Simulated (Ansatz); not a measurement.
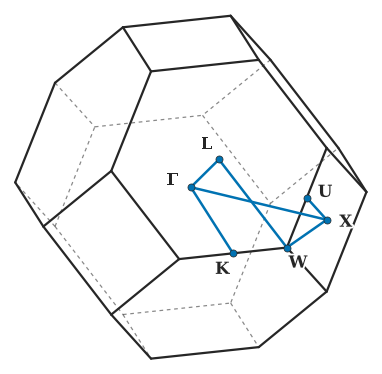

Crystal: HfO2, a calculation's input that goes back to an entry of the Crystallography Open Database (an earlier step may have relaxed or displaced it). The figure shows the first Brillouin zone with its special points and a band path. Geometry calculated from the standardised cell; symmetry tolerance 0.002 Å.

Labels and path follow the convention of Hinuma et al. (2017), as computed by seekpath.

### Which Bravais lattice has this zone?

A face-centred cubic lattice (cF; extended symbol cF2). The zone is a truncated octahedron in its combinatorial type: 14 faces (6 with 4 edges, 8 with 6 edges), 36 edges, 24 vertices.

### In which order does the conventional band path visit the special points?

Γ–X–U | K–Γ–L–W–X
